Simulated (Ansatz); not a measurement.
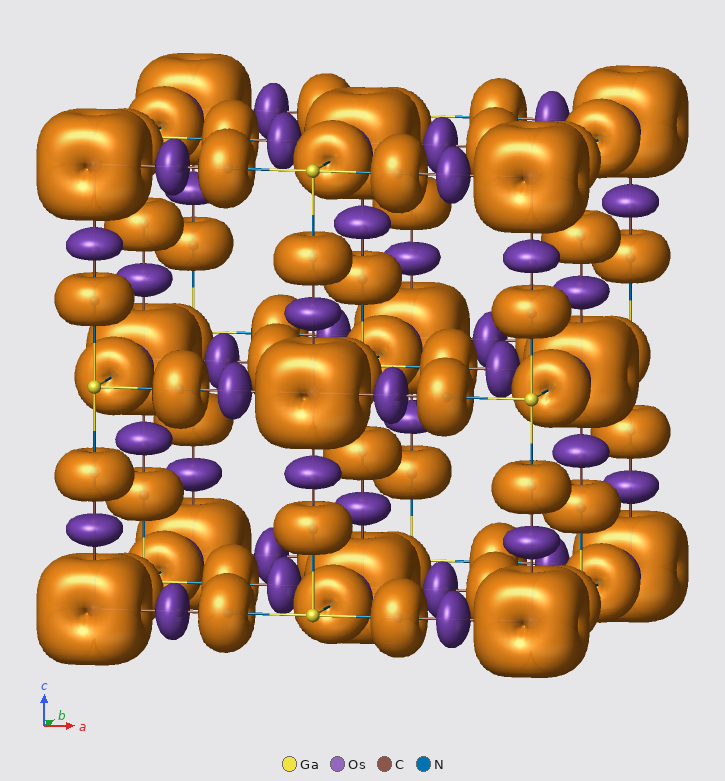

GaOsC6N6. Isosurfaces of the spin density (up minus down) at +0.008 (orange) and −0.008 e/Å³ (purple), seen slightly off an axis. Sticks mark near contacts.

Space group Fm-3m; a structure generated by program, which may or may not match a known phase; spin-polarised.

These are results of DFT PBE, scalar-relativistic, plane waves, PAW (Ansatz 0.2.0), not measurements.

In a PAW calculation such maps are meaningful between the atoms, not at the nuclei.

GaOsC6N6, 56 atoms, a = 10.46 Å, b = 10.46 Å, c = 10.46 Å, α = 90.00°, β = 90.00°, γ = 90.00°.

> Which atoms carry the moments, and with what signs?

The spin density sits on Os: +0.4 μB (×4) in one cell of 56 atoms: parallel main moments, as they must be, since the calculation's own cell holds one magnetic site. The cell of the calculation (14 atoms) carries 1.0 μB of net spin moment.
